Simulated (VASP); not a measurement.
Band structure of KMgF$_{3}$ (cubic perovskite). Level of theory: PBE GGA, VASP's PBE PAW potentials (set 64) (plane waves; VASP 6.6.1).

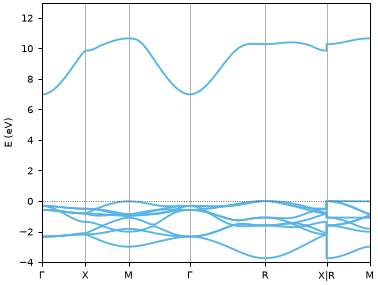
*Bands along high-symmetry lines, zero at the valence-band maximum or, without a gap, the Fermi level*

### Question
Read the plot: is there a gap, and where are the band edges?

### Answer
The gap is indirect, 6.98 eV, from the valence maximum at R to the conduction minimum at Γ. (Edges off the drawn lines would not show.)

Measured: gap 12.40 eV (computed value off by -5.42 eV), as given by M. Sahnoun et al., Materials Chemistry and Physics (2004), doi:10.1016/j.matchemphys.2004.11.019.

The compound is KMgF3 in the cubic perovskite structure. It was relaxed first.
